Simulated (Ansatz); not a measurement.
**SiH3 (silyl radical): levels of theory compared**

We compute a comparison of 6 runs (U-revPBE/3-21G, UPBE0/3-21G, U-wB97X/6-31G*, UHSE06/6-31G*, UPBE/6-31G*, UCCSD/6-31G*) of SiH3 (silyl radical). 

Program for the calculation: Ansatz 0.2.0.

53 further runs of the same task are left out: 53 set aside as unsound or not needed.

## 1. The structure to begin with

SiH3 has 4 atoms, charge 0, and is taken as a doublet. SMILES: `[SiH3]`. The H2–Si1 distance was set to 2.229 Å, away from the relaxed value. At this shape a bond of the SMILES string is far longer than usual.

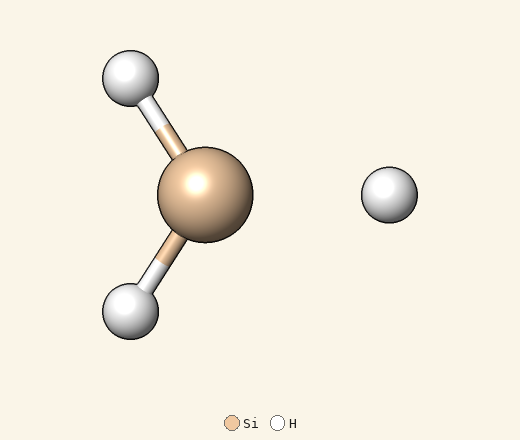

Viewed from a chosen angle; silicon light orange, hydrogen white.

## 2. A single-point energy at U-revPBE/3-21G (run 1)

File in.yaml:

```yaml
crystal:
  periodic: [false, false, false]
  atoms:
    - symbol: Si
      position_ang: [0.161089, -0.373016, -0.808025]
    - symbol: H
      position_ang: [0.559150, 0.665300, 1.123900]
    - symbol: H
      position_ang: [-0.356731, -1.747766, -0.583865]
    - symbol: H
      position_ang: [-0.761581, 0.417134, -1.663985]
basis:
  gaussian:
    orbitals: 3-21G.json
magnetization:
  spin_polarized: true
  initial_magnetization: 1
hamiltonian:
  xc: {name: revPBE}
accuracy: high
```

The basis set 3-21G is read from a file made from the Basis Set Exchange's data (not shown).

On the command line:

```
$ ansatz run in.yaml --threads 1 --pin off --max-ram 3480MiB --events-out events.jsonl --progress --plain --runs-dir runs
```

Standard output:

```text
Warning: RAYON_NUM_THREADS=1 ignored (pool sized by the plan → 1); use --threads N
Functional definition: revPBE
  name "revPBE"
  parameter kappa = 1.245
  parameter beta = 0.06672455060314922
  exchange = pbe_x(kappa = kappa, mu = beta*pi^2/3)
  correlation = pbe_c(beta = beta)
373 factors; integrals over basis functions are off by at most 3.6e-9 eV
mean field evaluation 1: about -7879.1033 eV, gradient 4.2e0 eV
mean field evaluation 2: about -7879.2436 eV, gradient 2.2e0 eV
mean field evaluation 4: about -7879.2865 eV, gradient 3.9e-1 eV
mean field evaluation 8: about -7879.2809 eV, gradient 1.3e-2 eV
mean field evaluation 16: about -7879.2809 eV, gradient 1.7e-6 eV
mean field -7879.28086833 eV, -289.5582311429 hartree, gradient 1.7e-8 eV, S^2 0.751310; 0 other end points of the search recorded, 0 dependent functions left out
reference -7879.28087150 eV, -289.5582312591 hartree; 9, 8 occupied and 10, 11 virtual orbitals, 373 factors
Total energy: -7879.28087150 eV, -289.5582312591 hartree
```

Wall time 1.1 s (1 thread of Arm Neoverse V1, shared host); peak memory 0.11 GiB.

## 3. A single-point energy at UPBE0/3-21G (run 2)

File run.yaml:

```yaml
crystal:
  periodic: [false, false, false]
  atoms:
    - {symbol: Si, position_ang: [0.161089, -0.373016, -0.808025]}
    - {symbol: H, position_ang: [0.559150, 0.665300, 1.123900]}
    - {symbol: H, position_ang: [-0.356731, -1.747766, -0.583865]}
    - {symbol: H, position_ang: [-0.761581, 0.417134, -1.663985]}
basis:
  gaussian:
    orbitals: 3-21G.json
magnetization:
  spin_polarized: true
  initial_magnetization: 1
hamiltonian:
  xc: pbe0
accuracy: high
```

The basis set 3-21G is read from a file made from the Basis Set Exchange's data (not shown).

On the command line:

```
$ ansatz run run.yaml --threads 1 --pin off --max-ram 3480MiB --events-out events.jsonl --progress --plain --runs-dir runs
```

Standard output:

```text
Warning: RAYON_NUM_THREADS=1 ignored (pool sized by the plan → 1); use --threads N
Functional definition: PBE0
  name "PBE0"
  parameter a = 0.25
  parameter kappa = 0.804
  parameter beta = 0.06672455060314922
  exchange = (1 - a)*pbe_x(kappa = kappa, mu = beta*pi^2/3) + a*exact_x
  correlation = pbe_c(beta = beta)
373 factors; integrals over basis functions are off by at most 3.6e-9 eV
mean field evaluation 1: about -7877.2054 eV, gradient 2.4e0 eV
mean field evaluation 2: about -7877.2969 eV, gradient 7.2e-1 eV
mean field evaluation 4: about -7877.3056 eV, gradient 1.8e-1 eV
mean field evaluation 8: about -7877.3010 eV, gradient 2.8e-2 eV
mean field evaluation 16: about -7877.3011 eV, gradient 4.9e-6 eV
mean field -7877.30108696 eV, -289.4854755193 hartree, gradient 5.5e-8 eV, S^2 0.750819; 2 other end points of the search recorded, 0 dependent functions left out
reference -7877.30108886 eV, -289.4854755893 hartree; 9, 8 occupied and 10, 11 virtual orbitals, 373 factors
Total energy: -7877.30108886 eV, -289.4854755893 hartree
```

Wall time 1.3 s (1 thread of Arm Neoverse V1, shared host); peak memory 0.11 GiB.

Run 3 isn't shown in full; the table further down has it.

## 4. The energy at UHSE06/6-31G(d) (spherical functions) (run 4)

File molecule.yaml:

```yaml
crystal:
  periodic: [false, false, false]
  atoms:
    - {symbol: Si, position_ang: [0.161089, -0.373016, -0.808025]}
    - {symbol: H, position_ang: [0.559150, 0.665300, 1.123900]}
    - {symbol: H, position_ang: [-0.356731, -1.747766, -0.583865]}
    - {symbol: H, position_ang: [-0.761581, 0.417134, -1.663985]}
basis:
  gaussian:
    orbitals: 6-31G_st_-spherical.json
hamiltonian:
  xc: hse06
magnetization:
  spin_polarized: true
  initial_magnetization: 1
accuracy: high
```

The basis set 6-31G* is read from a file made from the Basis Set Exchange's data (not shown).

On the command line:

```
$ ansatz run molecule.yaml --threads 1 --pin off --max-ram 3480MiB --events-out events.jsonl --progress --plain --runs-dir runs
```

Standard output:

```text
Warning: RAYON_NUM_THREADS=1 ignored (pool sized by the plan → 1); use --threads N
Functional definition: HSE06
  name "HSE06"
  parameter a = 0.25
  parameter omega = 0.11/bohr
  exchange = pbe_x - a*pbe_x_sr(omega) + a*exact_x_sr(omega)
  correlation = pbe_c
450 factors; integrals over basis functions are off by at most 6.0e-9 eV
66 factors; integrals over basis functions are off by at most 1.2e-9 eV
mean field evaluation 1: about -7918.3477 eV, gradient 3.9e0 eV
mean field evaluation 2: about -7918.5041 eV, gradient 1.3e0 eV
mean field evaluation 4: about -7918.5243 eV, gradient 2.6e-1 eV
mean field evaluation 8: about -7918.5334 eV, gradient 1.2e-2 eV
mean field evaluation 16: about -7918.5334 eV, gradient 1.0e-4 eV
mean field -7918.53338638 eV, -291.0007345747 hartree, gradient 9.6e-8 eV, S^2 0.752735; 2 other end points of the search recorded, 0 dependent functions left out
reference -7918.53338937 eV, -291.0007346848 hartree; 9, 8 occupied and 15, 16 virtual orbitals, 450 factors
Total energy: -7918.53338937 eV, -291.0007346848 hartree
```

Run time: 2.4 s. Hardware: 1 thread of Arm Neoverse V1, shared host; peak memory 0.11 GiB.

Run 5 isn't shown in full; the table further down has it.

## 5. A single-point energy at UCCSD/6-31G(d) (spherical functions) (run 6)

File job.yaml:

```yaml
crystal:
  periodic: [false, false, false]
  atoms:
    - {symbol: Si, position_ang: [0.161089, -0.373016, -0.808025]}
    - {symbol: H, position_ang: [0.559150, 0.665300, 1.123900]}
    - {symbol: H, position_ang: [-0.356731, -1.747766, -0.583865]}
    - {symbol: H, position_ang: [-0.761581, 0.417134, -1.663985]}
basis:
  gaussian: {orbitals: 6-31G_st_-spherical.json}
magnetization: {spin_polarized: true, initial_magnetization: 1}
correlation: {method: ccsd, frozen_orbitals: {H: 0, Si: 5}}
accuracy: high
scf: {omitted_lower_state_checks: [cluster_reference, increment]}
```

The basis set 6-31G* is read from a file made from the Basis Set Exchange's data (not shown).

On the command line:

```
$ ansatz run job.yaml --threads 1 --pin off --max-ram 3480MiB --events-out events.jsonl --progress --plain --runs-dir runs
```

Standard output, cut to the lines that bear on the results:

```text
Warning: RAYON_NUM_THREADS=1 ignored (pool sized by the plan → 1); use --threads N
Functional definition: HF
  name "HF"
[...]
450 factors; integrals over basis functions are off by at most 6.0e-9 eV
[...]
mean field -7905.62266435 eV, -290.5262742912 hartree, gradient 9.8e-8 eV, S^2 0.944209; 1 other end points of the search recorded, 0 dependent functions left out
5 core orbitals not correlated: weight in the atoms' cores, before any rotation towards them, 1.000 or more for the frozen orbitals, at most 0.000 for the correlated occupied ones
reference -7905.62266435 eV, -290.5262742912 hartree; 4, 3 occupied and 15, 16 virtual orbitals, 450 factors
second order -1.79962160 eV of doubles, -0.00000000 eV of singles
cycle   1  -2.25495342 eV  change   -4.6e-1 eV  update   7.3e-2
[...]
cycle  29  -2.77278977 eV  change  -1.3e-10 eV  update  2.2e-10
Total energy: -7908.39545411 eV, -290.6281724358 hartree
Checks for a lower state left out: cluster_reference, increment
```

Wall time 0.38 s (1 thread of Arm Neoverse V1, shared host).

## 6. All runs side by side

```
run                                 level  frozen core orbitals  energy (Eh)   ⟨S²⟩  wall time
  1                        U-revPBE/3-21G                     –  -289.558231  0.751      1.1 s
  2                           UPBE0/3-21G                     –  -289.485476  0.751      1.3 s
  3  U-wB97X/6-31G* (spherical functions)                     –  -291.121548  0.756       11 s
  4   UHSE06/6-31G* (spherical functions)                     –  -291.000735  0.753      2.4 s
  5     UPBE/6-31G* (spherical functions)                     –  -290.980347  0.752      1.4 s
  6    UCCSD/6-31G* (spherical functions)                     5  -290.628172  0.944     0.38 s
```

## 7. Outcome

| quantity | value |
| --- | --- |
| run 6: total energy | -290.62817 Eh |
| run 6: correlation energy (5 core orbitals frozen) | -101.9 mEh |
| run 6: ⟨S²⟩ of the reference determinant | 0.944 |
| run 6: T1 diagnostic | 0.070 |

Totals of different functionals can't be ranked against each other. Spin contamination of the reference: run 6 ⟨S²⟩ = 0.94. All runs together took 17 s, the longest 11 s.
